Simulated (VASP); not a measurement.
Band structure of TlI (space group Pm-3m). Method: PBEsol GGA with spin-orbit coupling, VASP's PBE PAW potentials (set 64) (plane waves; VASP).

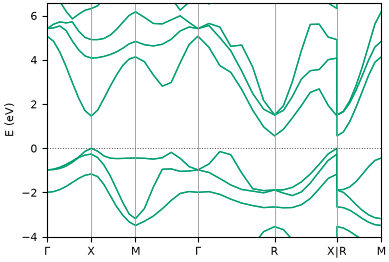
Figure: Bands along high-symmetry lines, zero at the valence-band maximum or, without a gap, the Fermi level

Read the plot: is there a gap, and where are the band edges?

The gap is indirect, 0.56 eV, from the valence maximum at X to the conduction minimum at R.

The structure comes from a computed database's TlI entry (Pm-3m); how it stands against other phases isn't given here. It was relaxed first, which changed the volume by -7 %.
